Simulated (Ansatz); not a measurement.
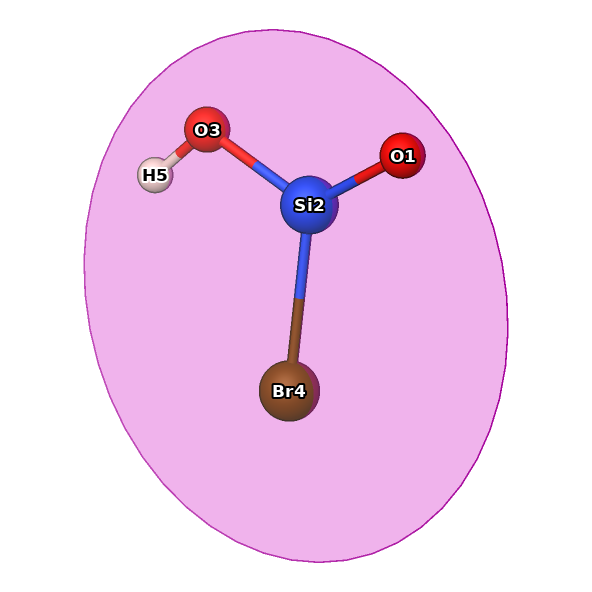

A disc through the centre of mass is drawn in. Depth is shown by fading: the farther an atom, the more it takes the colour of the background. The geometry was computed by an optimisation with PBE-D4/def2-SVP. No frequency run is at hand to confirm it as a minimum.

Is the plane of the disc a mirror plane of the structure?

Answer. Yes. The reflection leaves O1, Si2, O3, Br4, H5 in place. The point group is Cs.
